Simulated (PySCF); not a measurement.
## Electronic structure of C₆H₁₁O (doublet) in real space

```xyz
18

C    -1.8256    1.1898   -0.5203
C    -1.0460   -0.0310   -0.7999
O    -1.8154   -1.1862   -1.0021
C    -0.1145   -0.1128    0.4175
C    -0.4702   -0.7309    1.5358
C     1.2144    0.5683    0.2604
C     2.2141   -0.3592   -0.4330
H    -2.7157    1.1227    0.0770
H    -1.3842    2.1551   -0.6664
H    -0.4376    0.0754   -1.7043
H    -2.4891   -1.2324   -0.3149
H     0.1866   -0.7612    2.3889
H    -1.4094   -1.2457    1.6485
H     1.0975    1.4785   -0.3308
H     1.6023    0.8464    1.2422
H     2.3692   -1.2553    0.1629
H     1.8458   -0.6595   -1.4110
H     3.1692    0.1444   -0.5622
```

Geometry: GFN2-xTB.

All numbers below come from PySCF 2.14.0, density-fitted response routines, UKS B3LYP, pcH-1 on C H O, non-relativistic, mean-field spin-orbit, GIAO.

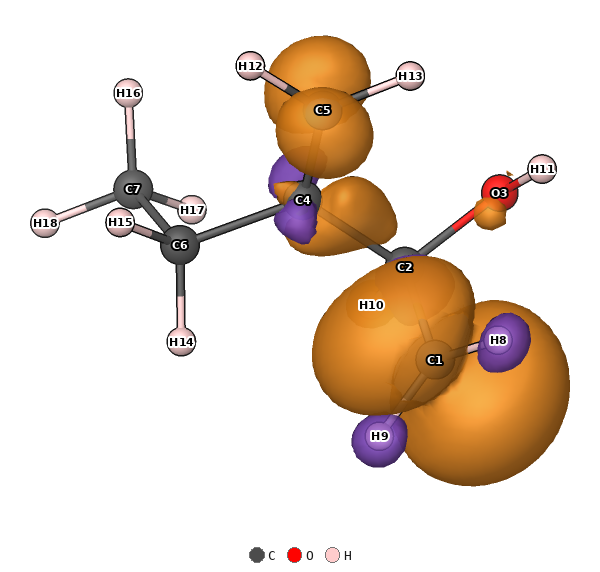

Figure 1. Isosurfaces of the spin density (α minus β) at +0.02 (orange) and −0.02 e/Å³ (purple), seen at a tilt.

> Where is the unpaired spin?

The unpaired spin (1 electron) lies mostly on C1 (about 0.7) and C5 (about 0.1), in electrons by Hirshfeld's partition.

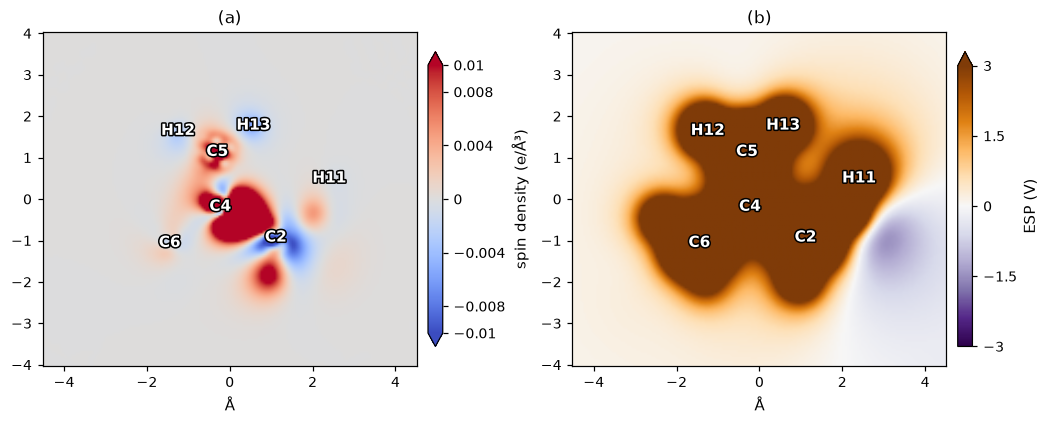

Figure 2. (a) spin density; (b) molecular electrostatic potential on the plane of atoms C4, C5 and H13.

> What do the fields say about this system?

The section cuts through C and H sites. The unpaired spin (1 electron) lies mostly on C1 (about 0.7) and C5 (about 0.1), in electrons by Hirshfeld's partition. Outside the dense part of the molecule the potential is most negative (−1.4 V) near O3, which lies off the plane.

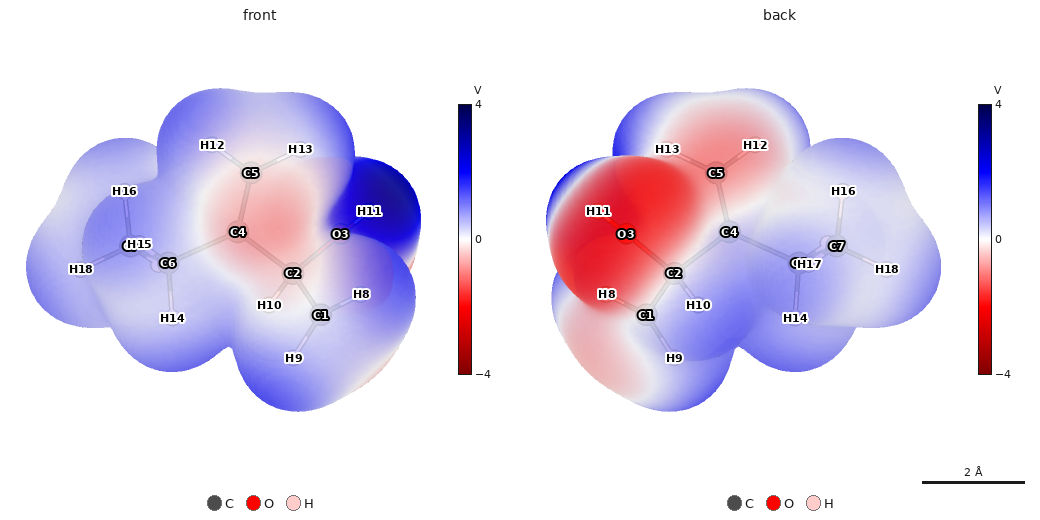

Figure 3. The molecular electrostatic potential painted on the density surface at 0.004 e/bohr³, seen from the front and from behind; red is negative and blue positive.

> Where is the surface potential most negative and most positive?

The most negative region (about −1.9 V, or −44 kcal/mol for a unit charge) lies over O3, the most positive (about +3.0 V, or +69 kcal/mol for a unit charge) over H11. O3 is the likeliest acceptor of a hydrogen bond.
